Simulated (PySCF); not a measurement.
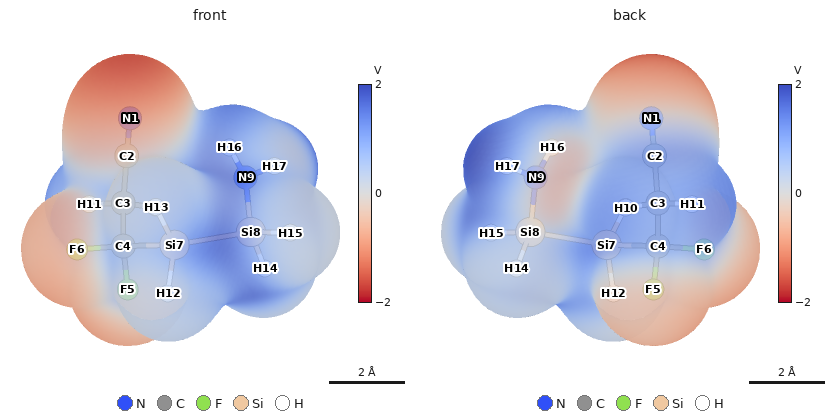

Figure 1: C3H8F2N2Si2 (SMILES N#CCC(F)(F)[SiH2][SiH2]N). The electrostatic potential painted on the density surface at 0.002 e/bohr³, seen from the front and from behind; red is negative and blue positive.

Geometry: GFN2-xTB.

These are results of PySCF, PBE0/pcSseg-1, SCF density, gas phase, non-relativistic, not measurements.

Input

```
{"job": {"kind": "nmr", "xc": "PBE0", "basis": "pcSseg-1"}, "charge": 0, "multiplicity": 1}
N      1.880141     1.975319    -1.036975
C      1.702077     1.235312    -0.183946
C      1.459933     0.305201     0.883428
C      1.171848    -1.099585     0.346953
F      0.750409    -1.863844     1.411384
F      2.351327    -1.680780    -0.037791
Si    -0.140669    -1.239003    -1.087493
Si    -2.044041    -0.080742    -0.469705
N     -1.535460     1.532489    -0.125864
H      0.583399     0.635822     1.447849
H      2.330989     0.279302     1.547404
H     -0.292365    -2.689882    -1.209439
H      0.619825    -0.770030    -2.250199
H     -2.662861    -0.509477     0.789086
H     -3.060897    -0.215126    -1.527812
H     -0.906224     2.003423    -0.758654
H     -2.214428     2.193632     0.218260
```

Launched as:

```sh
OMP_NUM_THREADS=1 python probes_run.py task.json out
```

> Describe the electrostatic potential map.

The most negative region (about −1.6 V) lies over N1, the most positive (about +1.9 V) over H17. N1 is the likeliest acceptor of a hydrogen bond.

> What dipole moment does the calculation give?

Its dipole moment is 2.90 D.
